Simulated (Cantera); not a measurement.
A closed system holds: 1 mol SiH₄, 0.11 mol NH₃, 1.8 mol N₂, at 9.00 Torr.

Cantera equilibrium calculation (NASA polynomials, part measured and part estimated; ideal gas, pure solids and liquids). Candidate condensed phases: Si, Si₃N₄; 18 gas species. The tables' values for SiN are old estimates; treat these amounts as uncertain. Gases not in the tables: Si₂H₆ and higher silanes. Kinetics and transport are ignored.

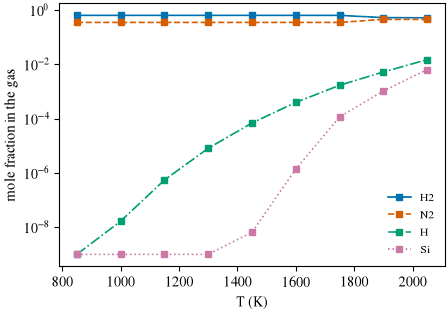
Equilibrium gas composition (values under 1e-9 drawn at 1e-9)

From 850 K to 1750 K the condensed part is Si₃N₄(s). From 1900 K to 2050 K the condensed part is Si(l).
